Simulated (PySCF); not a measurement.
CH$_{2}$BBr (SMILES C=BBr)

Input

```
import pyscf.grad
from pyscf import gto, dft

system = gto.Mole()
system.atom = [
    ('C', (0.662576, -0.652154, 0.378214)),
    ('B', (0.311231, 0.556918, -0.197406)),
    ('Br', (-0.159928, 2.173642, -0.968667)),
    ('H', (0.146075, -1.579266, 0.139472)),
    ('H', (1.473043, -0.737861, 1.098614)),
]
system.max_memory = 3720
system.verbose = 3
system.basis = 'def2-tzvpd'
system.spin = 0
system.build()

ks = dft.RKS(system, xc='pbe0')
ks = ks.density_fit(auxbasis='def2-universal-jkfit')
ks.max_cycle = 100
ks.conv_tol = 1e-09
ks.grids.level = 3
ks.kernel()
if not ks.converged:
    ks = ks.newton().run(ks.mo_coeff, ks.mo_occ)

etot = ks.e_tot
print(f'total energy: {etot:.8f} hartree')
grad = ks.Gradients().kernel()
ks.analyze()
```

Command:

```sh
OMP_NUM_THREADS=2 python input.py
```

Geometry: B3LYP/6-31G*.

Level of theory: PySCF, Gaussian-basis quantum chemistry of an isolated molecule with PySCF, energy and nuclear gradient, functional PBE0.

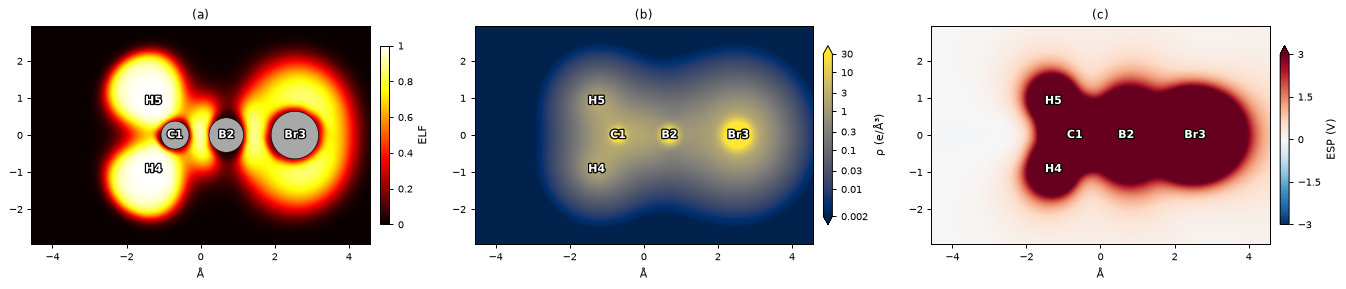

Figure 1. (a) electron localisation function; (b) electron density; (c) molecular electrostatic potential on the molecular plane. Grey discs cover the atomic cores in the ELF map.

Q: Interpret the plot.

A: The plane passes through C, B, Br and H nuclei.
C–B (1.38 Å): ρ at the midpoint is about 1.9 e/Å³; the ELF peaks at about 0.90 between the atoms; a covalent bond.
B–Br (1.85 Å): the density is about 1.2 e/Å³ at the midpoint; the ELF peaks at about 0.90 between the atoms; a polar covalent bond.
C–H (1.09 Å): the density is about 1.9 e/Å³ at the midpoint; the ELF climbs to about 1 towards the hydrogen, as it does in any bond to H; a covalent bond by its length.
The ELF also peaks beside Br3, away from the bonds: lone-pair regions.
The potential has no marked negative region in this plane.

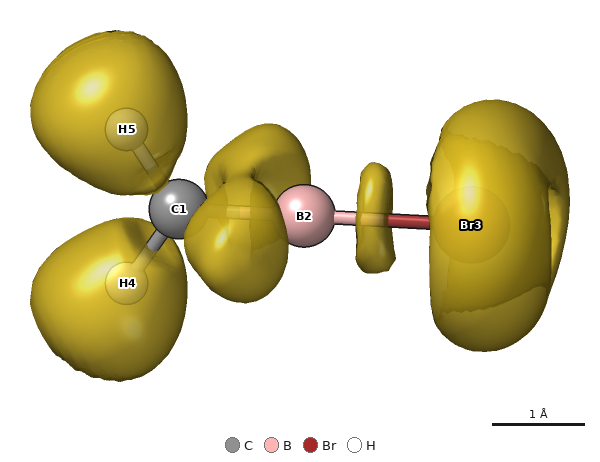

Figure 2. Isosurface of the electron localisation function at 0.8 (yellow), seen at an oblique angle. Core shells and regions of very low density are left out.

Q: Where are the electrons localised?

A: The ELF exceeds this value in one region between bonded B–Br atoms (shared pairs), one region between bonded B–C atoms (shared pairs), two regions around hydrogen nuclei and one ring or bowl of non-bonding electrons around Br.

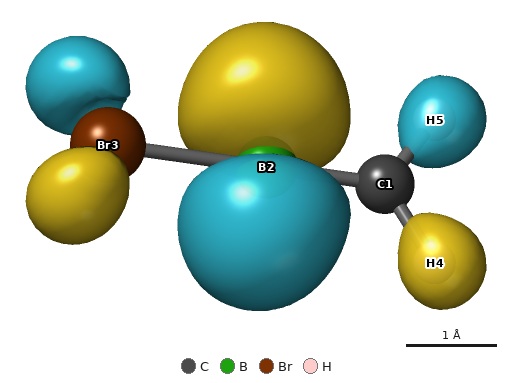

Figure 3. One frontier orbital at ±0.15 Å⁻³ᐟ² (yellow and cyan are the two phases), seen at a tilt.

Q: Which orbital is it: HOMO or LUMO?

A: The LUMO, at −1.42 eV. It lies mainly on B2 (about 55 %), Br3 (about 25 %) and C1 (about 10 %); it is symmetric in the molecular plane (an in-plane orbital: σ, lone-pair or in-plane π type).
